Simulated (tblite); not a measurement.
# C4H10ClSi: the cost of one run

The runs use tblite 0.8.0 and PySCF 2.14.0, with density-fitted response routines of our own; the level of theory stands in each step. All values are computed, except where a source is named. Atoms are numbered from 0 throughout.

**1. The starting structure**

16 atoms, charge 0, multiplicity 2; geometry from: force field or distance geometry start.

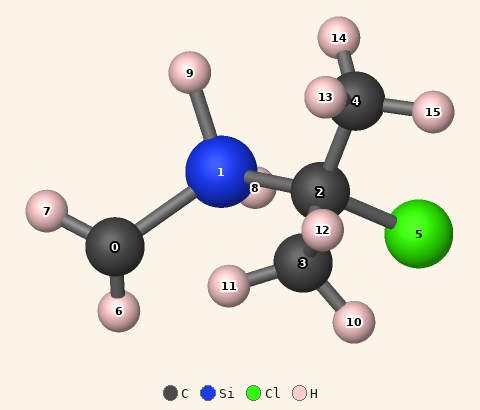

The starting geometry (carbon dark grey, silicon blue, chlorine green, hydrogen pink), atoms numbered.

**2. Optimising the geometry with GFN2-xTB**

The job: settings as JSON, then the geometry in Å.

```
{"job": {"kind": "relax", "xc": "GFN2-xTB", "basis": "xTB"}, "charge": 0, "multiplicity": 2}
C      2.239700     0.716400     0.976000
Si     1.225500    -0.573300     0.099700
C     -0.499600    -0.089700    -0.255800
C     -0.916400     1.262700     0.248400
C     -1.538100    -1.087900     0.264800
Cl    -0.707300    -0.072800    -2.032900
H      2.792000     1.315300     0.228000
H      3.018000     0.282300     1.651000
H      1.883700    -0.928700    -1.173400
H      1.215100    -1.757200     0.973500
H     -1.183900     1.887000    -0.628800
H     -0.193900     1.737100     0.924800
H     -1.878000     1.156300     0.839200
H     -1.957000    -0.713800     1.218300
H     -1.123300    -2.087300     0.378900
H     -2.384200    -1.037600    -0.455700
```

Run with:

```console
$ OMP_NUM_THREADS=1 python probes_run.py task.json out
```

This one command runs all jobs of the session in turn.

Q: Estimate the wall time of this first job on 1 thread of Arm Neoverse V1, shared host.

About 1.6 s.
